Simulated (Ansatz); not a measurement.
# C2H8BrNSi: the cost of one run

Program: Ansatz 0.2.0. Level of theory: RKS PBE0/def2-SVP. These are calculated values, not measurements.

## (1) The starting structure

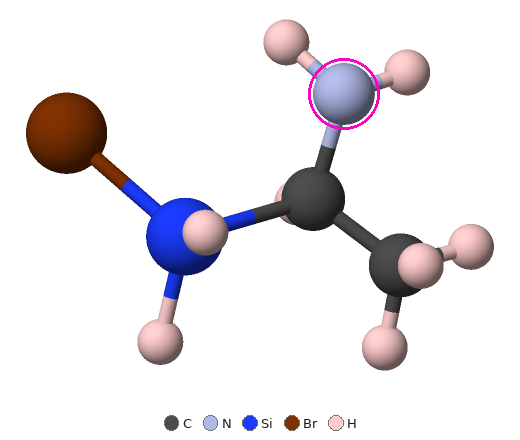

Start, viewed from a chosen angle; carbon dark grey, nitrogen light blue, silicon blue, bromine brown, hydrogen pink. Ringed: N3.

As a file:

```xyz
13

C    -1.3761    0.1199   -0.5649
C    -0.0802   -0.3780   -0.0912
N    -0.2689   -0.8666    1.2776
Si    1.4105    0.9111   -0.2135
Br    3.2185   -0.0915    0.4370
H    -2.1963   -0.5969   -0.5357
H    -1.3343    0.5078   -1.6128
H    -1.7296    1.0286    0.0230
H     0.2036   -1.2091   -0.6819
H     0.6126   -1.3597    1.6100
H    -0.9947   -1.5609    1.3481
H     1.5258    1.3409   -1.6055
H     1.0294    2.1197    0.6245
```

## (2) Relaxing end A

input.yaml reads:

```yaml
crystal:
  periodic: [false, false, false]
  atoms:
    - { symbol: C, position_ang: [-1.3761, 0.1199, -0.5649] }
    - { symbol: C, position_ang: [-0.0802, -0.378, -0.0912] }
    - { symbol: "N", position_ang: [-0.2689, -0.8666, 1.2776] }
    - { symbol: Si, position_ang: [1.4105, 0.9111, -0.2135] }
    - { symbol: Br, position_ang: [3.2185, -0.0915, 0.437] }
    - { symbol: H, position_ang: [-2.1963, -0.5969, -0.5357] }
    - { symbol: H, position_ang: [-1.3343, 0.5078, -1.6128] }
    - { symbol: H, position_ang: [-1.7296, 1.0286, 0.023] }
    - { symbol: H, position_ang: [0.2036, -1.2091, -0.6819] }
    - { symbol: H, position_ang: [0.6126, -1.3597, 1.61] }
    - { symbol: H, position_ang: [-0.9947, -1.5609, 1.3481] }
    - { symbol: H, position_ang: [1.5258, 1.3409, -1.6055] }
    - { symbol: H, position_ang: [1.0294, 2.1197, 0.6245] }
basis:
  gaussian: { orbitals: def2-SVP }
hamiltonian:
  xc: pbe0
relax:
  f_tol: 0.015
  max_steps: 40
output:
  orbitals: {}
```

Command:

```console
> ansatz run input.yaml --threads 2 --pin off --max-ram 3072MiB --backend cpu --events-out ev --progress --plain --runs-dir out
```

What time and memory should one allow on 2 threads of Intel Xeon Platinum 8488C (Sapphire Rapids), shared host?

About 35 s, with a peak of 0.37 GiB.
